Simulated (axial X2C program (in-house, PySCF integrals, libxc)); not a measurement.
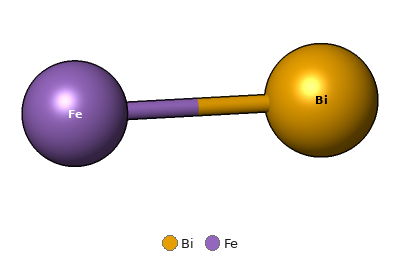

Figure 1. The molecule at the reference distance of 2.703 Å.

**Relativistic diatomic calculation, with input and output: BiFe**

System: BiFe, single determinant with Ω = 11/2 (not the lowest found).
Method: PBE0, two-component X2C with atomic mean-field Coulomb and Gaunt terms, Bi dyall-cv3z, Fe dyall-cv3z (cores contracted) (axial X2C program (in-house, PySCF integrals, libxc)).

## Outcome

```tsv
quantity	value
outcome	not converged in a step after the SCF shown
hardware	1 CPU thread, shared host
wall time	8.4 s
```

## What went wrong

The SCF whose log is shown converged, but a later step did not. The run therefore gave no full result.

## Input
```
{"zs": [83, 26], "q": 0, "bas": ["dyall-cv3z", "dyall-cv3z"], "levels": ["PBE0", "HF", "r2SCAN"], "cc": true, "r0": 2.67, "thr": -1.0, "nmax": 90, "npts": 10, "nst": 2, "ntry": 6}
```

The line is the task of a batch: nuclear charges, charge, bases, the levels to run, a first guess of the distance and further settings. This report covers PBE0 with spin-orbit coupling. The log is that of the reference distance 2.703 Å.

The run was one of a batch that the task file lists, launched with:
```bash
python <driver script> task.json out
```

## Output
```
two-component X2C + atomic mean field  PBE0
basis functions 263  fitting functions 1456  grid points 5803
iter        total energy     max residual
   1     -22814.741632177     1.49e+01
   2     -22815.074625463     3.68e-03
   3     -22815.074471893     8.51e-03
   4     -22815.074807842     1.01e-03
   5     -22815.074808889     1.39e-03
   6     -22815.074833379     1.77e-04
   7     -22815.074834812     1.41e-04
   8     -22815.074835790     1.07e-04
   9     -22815.074836285     5.74e-05
  10     -22815.074836443     1.13e-05
  11     -22815.074836501     1.06e-05
  12     -22815.074836537     5.61e-06
  13     -22815.074836554     4.06e-06
  14     -22815.074836556     1.01e-06
converged
one-electron -32025.90101072  Coulomb 9269.39203372  exact exchange -113.10795761  xc functional -346.50229367  nuclear repulsion 422.48036299  atomic mean-field constant -21.43597126
```

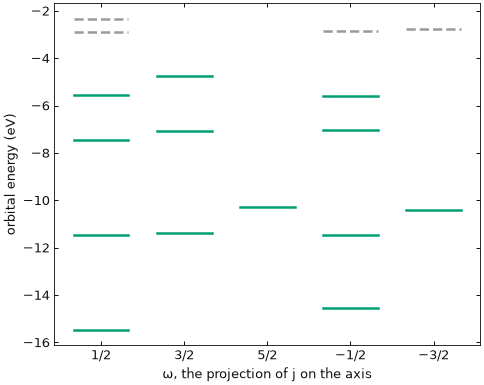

Figure 2. Orbital energies near the frontier at 2.70 Å, filled (solid) and empty (dashed). The highest filled spinor (3/2; 82 % Bi p, 14 % Fe p) lies at −4.76 eV, the lowest empty one (1/2; 31 % Bi p, 28 % Fe d) at −2.88 eV.
